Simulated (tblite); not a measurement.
# C6H12BrFSi: the cost of one run

Programs: tblite 0.8.0 and PySCF 2.14.0, with density-fitted response routines of our own. Each step states its level of theory. These are calculated values for one molecule in the gas phase, unless marked as measured. Atoms are numbered from 0 throughout.

**1. Starting geometry**

21 atoms, charge 0, multiplicity 1; geometry from: force field or distance geometry start.

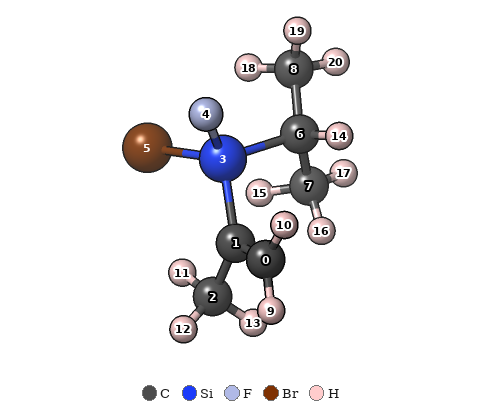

The starting geometry (carbon dark grey, silicon blue, fluorine light blue, bromine brown, hydrogen pink), atoms numbered.

**2. Relaxing the molecule with GFN2-xTB**

Job settings and geometry (Å):

```
{"job": {"kind": "relax", "xc": "GFN2-xTB", "basis": "xTB"}, "charge": 0, "multiplicity": 1}
C      2.156900    -0.255800     1.538600
C      1.552700    -0.402400     0.347600
C      2.311800     0.071900    -0.844100
Si    -0.114600    -1.180200     0.232500
F     -0.296900    -2.456400     1.318800
Br    -0.565300    -1.830100    -1.881900
C     -1.306300     0.241400     0.579200
C     -0.824800     1.326700    -0.389200
C     -2.730500    -0.159100     0.292800
H      3.138200     0.221500     1.508900
H      1.705300    -0.563900     2.476200
H      1.706200    -0.291800    -1.734900
H      3.303900    -0.373900    -0.866900
H      2.399800     1.181500    -0.850800
H     -1.165600     0.575100     1.652300
H     -0.598300     0.744700    -1.316700
H      0.139300     1.719100    -0.048800
H     -1.546500     2.121800    -0.534700
H     -2.759500    -0.669600    -0.700100
H     -3.153800    -0.777000     1.111100
H     -3.361000     0.773700     0.264200
```

Command:

```sh
OMP_NUM_THREADS=1 python probes_run.py task.json out
```

The driver reads the jobs from task.json and runs them one after another.

**Question.** How long does this first job take on 1 thread of Arm Neoverse N1, shared host, and how much memory does it need?

About 2.1 s, with a peak of 0.18 GiB.
